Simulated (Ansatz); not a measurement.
**BH4N2Si (SMILES [NH3+]B[N+]#[Si-]) (charge +1): density, localisation and related maps**

The calculation's input:

```
crystal:
  periodic: [false, false, false]
  atoms:
    - {symbol: B, position_ang: [-0.414605, -0.984046, 1.232037]}
    - {symbol: N, position_ang: [-1.428518, -0.860157, 0.029493]}
    - {symbol: N, position_ang: [-0.124829, -2.235980, 1.687797]}
    - {symbol: Si, position_ang: [0.358378, -3.597867, 2.380372]}
    - {symbol: H, position_ang: [-2.235779, -0.279380, 0.291769]}
    - {symbol: H, position_ang: [-0.989537, -0.383015, -0.768906]}
    - {symbol: H, position_ang: [-1.774943, -1.772193, -0.288741]}
    - {symbol: H, position_ang: [-0.009675, 0.082753, 1.609945]}
basis:
  gaussian:
    orbitals: def2-TZVPD
total_charge: 1
magnetization:
  spin_polarized: false
  initial_magnetization: 0
hamiltonian:
  xc: pbe0
output:
  forces: true
  orbitals: {seedname: orbitals}
```

Run with:

```sh
ansatz run input.yaml --threads 2 --pin off --max-ram 4350MiB --events-out events.jsonl --progress --plain --runs-dir runs
```

Geometry: PBE0-D3(BJ)/def2-SVP.

The calculation used isolated molecule in a Gaussian basis; Kohn-Sham density functional theory, functional PBE0 in Ansatz.

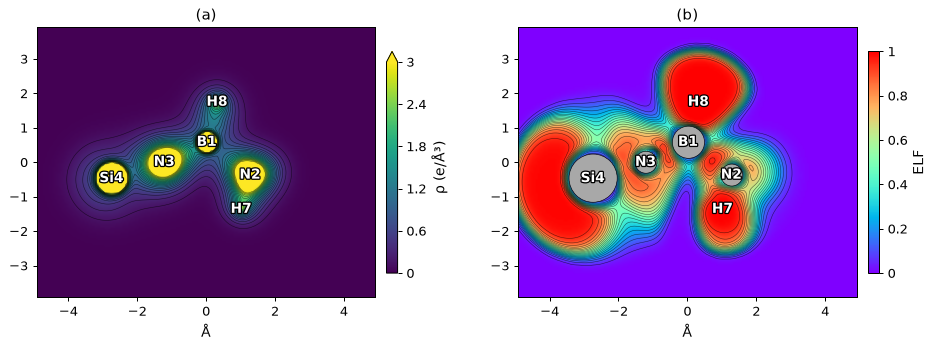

Figure 1. (a) electron density; (b) ELF on the plane of atoms N2, B1 and H8. Grey discs cover the atomic cores in the ELF map.

What do the fields say about this system?

The section cuts through B, N, Si and H sites.
B–N (1.36 Å): ρ at the midpoint is about 2.1 e/Å³; the ELF peaks at about 0.90 between the atoms; a short, strongly polar bond.
Si–N (1.60 Å): ρ at the midpoint is about 1.3 e/Å³; the ELF peaks at about 0.85 between the atoms: a short, strongly polar bond.
N–H (1.03 Å): ρ is about 2.9 e/Å³ halfway; the ELF climbs to about 1 towards the hydrogen, as it does in any bond to H (an ordinary covalent bond to hydrogen).
B–N (1.58 Å): ρ is about 1.4 e/Å³ halfway; the ELF peaks at about 0.95 between the atoms: a polar covalent bond.
B–H (1.20 Å): ρ at the midpoint is about 1.3 e/Å³; the ELF climbs to about 1 towards the hydrogen; a covalent bond by its length.
The ELF also peaks beside Si4, away from the bonds: lone-pair regions.

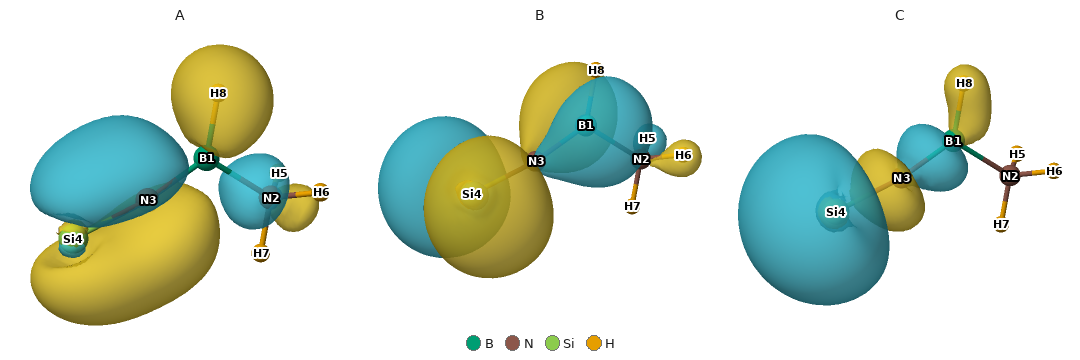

Figure 2. Three frontier orbitals at ±0.08 Å⁻³ᐟ² (yellow and cyan are the two phases), in no order.

Order the three orbitals by energy and name them.

C is the HOMO−1 (−13.39 eV). It lies mainly on Si4 (about 80 %) and N3 (about 15 %). A is the HOMO (−12.73 eV). It lies mainly on N3 (about 50 %), Si4 (about 25 %), B1 (about 10 %) and H8 (about 5 %). B is the LUMO (−6.89 eV). It lies mainly on Si4 (about 65 %), B1 (about 20 %) and N3 (about 10 %).

What is the HOMO–LUMO gap?

5.84 eV between the orbital energies.

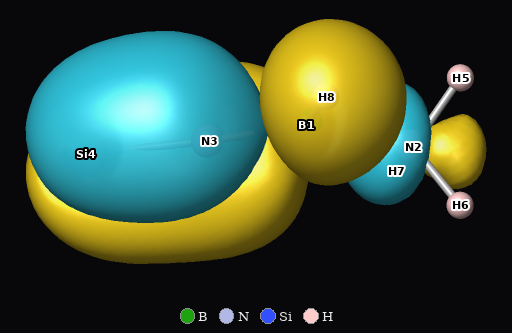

Figure 3. The HOMO at ±0.08 Å⁻³ᐟ² (yellow and cyan are the two phases), seen from one side.

Where does this orbital lie, and at what energy?

It lies mainly on N3 (about 50 %), Si4 (about 25 %), B1 (about 10 %) and H8 (about 5 %). Its energy is −12.73 eV.
